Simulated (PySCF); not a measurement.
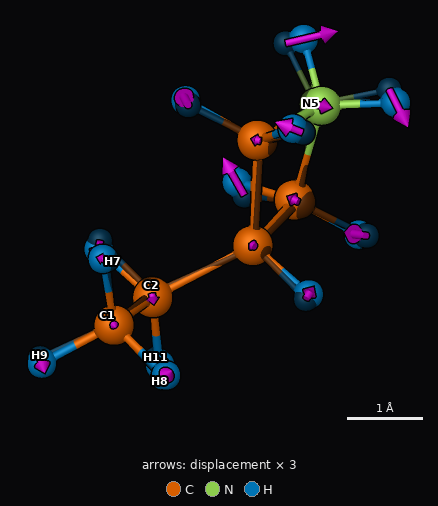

A relaxation of C5H12N (charge +1). The starting structure is drawn faded, the final one solid; purple arrows show the displacements, 3 times their true length. The two geometries are superimposed by the best rigid fit.

The picture is a ball-and-stick view, seen from a free direction.

The start comes from GFN2-xTB.

Computed with PySCF 2.14.0, density-fitted response routines, PBE0-D3(BJ)/def2-SVP geometry optimisation, gas phase. 

Atoms of which element are displaced furthest, and by how much?

Hydrogen: up to 0.26 Å, against 0.09 Å for nitrogen.

What happened in the run?

The atom that moves furthest after the best rigid fit is an H atom (0.26 Å). By element the largest moves are H 0.26 Å, N 0.09 Å, C 0.07 Å. Among the contacts that change: C–N 1.496 → 1.516 Å, C–H 1.087 → 1.102 Å, C–C 1.522 → 1.515 Å. Bond angles that change, for instance: N–C–H 111.8° → 108.9°, C–C–H 116.9° → 119.7°, C–C–H 112.7° → 110.4°. The energy falls by 1.51 kcal/mol in 10 geometry steps. The largest force component goes from 0.83 to 0.013 eV/Å. The run took about 70 core-seconds on a shared host.
